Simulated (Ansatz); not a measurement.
Consider CH5FOSSi (SMILES OC[SiH](F)S).

Input

```
crystal:
  periodic: [false, false, false]
  atoms:
    - { symbol: O, position_ang: [0.3002, 1.0578, 1.4161] }
    - { symbol: C, position_ang: [0.7183, -0.078, 0.7235] }
    - { symbol: Si, position_ang: [-0.3211, -0.7417, -0.7272] }
    - { symbol: F, position_ang: [-1.6959, -1.0137, -0.1649] }
    - { symbol: S, position_ang: [-0.4176, 0.742, -2.263] }
    - { symbol: H, position_ang: [-0.611, 0.9031, 1.804] }
    - { symbol: H, position_ang: [1.7581, 0.1566, 0.3711] }
    - { symbol: H, position_ang: [0.8648, -0.8419, 1.4754] }
    - { symbol: H, position_ang: [0.2919, -1.9778, -1.2243] }
    - { symbol: H, position_ang: [-0.8046, 1.7424, -1.4077] }
basis:
  gaussian:
    orbitals: def2-TZVP
correlation:
  method: mp2
output:
  orbitals: {}
```

Command:

```sh
python energy.py
```

The fields and orbitals are those of the mean-field reference, not of the correlated method.

These are results of Ansatz, MP2, Gaussian basis, not measurements.

What can the converged electron density and electron localisation function tell about the bonding?

Answer. C–Si (1.90 Å): the density is about 1 e/Å³ at the midpoint; the ELF peaks at about 1 between the atoms: localised, covalent bonding.
Si–S (2.14 Å): ρ is about 0.89 e/Å³ halfway; the ELF peaks at about 0.95 between the atoms: localised, covalent bonding.
C–H (1.08 Å): ρ at the midpoint is about 2.1 e/Å³; the ELF climbs to about 1 towards the hydrogen, as it does in any bond to H: an ordinary covalent bond to hydrogen.

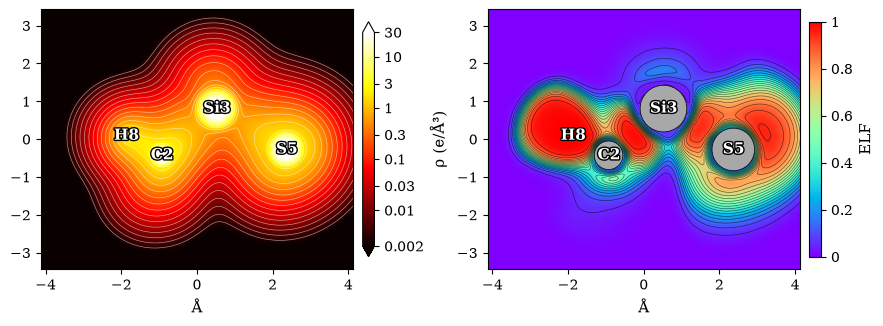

Computed electron density and electron localisation function on the plane of atoms C2, Si3 and S5, in this order. Grey discs cover the atomic cores in the ELF map. 
